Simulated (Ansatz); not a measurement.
# Gate voltage at the highest density: 2H-WOS monolayer

A layer charged from two gates alike needs a voltage that grows with the carrier density; the slope is e over the total capacitance.

Set-up. Ansatz 0.2.0, plane waves with PAW datasets (its set soft_2), r2SCAN-D4; isolated slab, charged sheets 5 Å from the outer atoms behind model barriers, atoms held, Fermi-Dirac smearing of 0.02585 eV. The voltage is that of the gates (their mean) against the layer's Fermi level, from the uncharged case, which has a gap of 1.69 eV.

```
  run  added electrons (10¹³ per cm²)  gate voltage (V)
run 1                            0.50              1.02
run 2                            2.00              1.65
run 3                            6.00                 ?
```

**Question.** What value belongs in the row marked “?”, and how far can the other rows tell?

Two rows fix a line: slope = (1.65 − 1.02) / (2.00 − 0.50) = 0.4200, intercept 0.8100. The capacitance is 1.602/0.4200 = 3.81 µF/cm², against 3.54 µF/cm² for plates 5 Å apart in vacuum on both sides; it is the larger, as where the added charge has its centre outside the outer atoms (not examined here). The intercept is mostly the shift of the Fermi level from inside the gap to the band edge. At 6.00 it gives 0.4200 × 6.00 + 0.8100 = 3.33 V, beyond the rows fitted. Rounding of the rows alone allows about ±0.032 V there; two rows can't show whether the line holds.

The run itself gives 3.27 V: a miss of −0.06 V, or 1.8 % of the value. The capacitance rises a little towards the highest density.

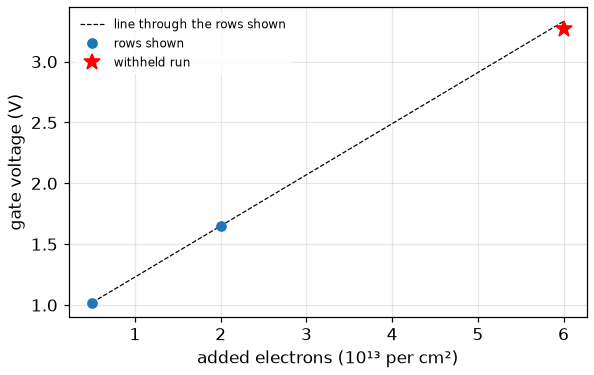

The fit and the withheld run.

**Limits.** The gates are model sheets, not atoms, and low densities sample few k-points. Spin-orbit coupling is left out, which changes the bands of elements this heavy.

[Logs are printed without paths, hosts, clocks, repeated set-up lines and the standing remarks that a program may print on its own settings, such as how far it seeks lower states.]
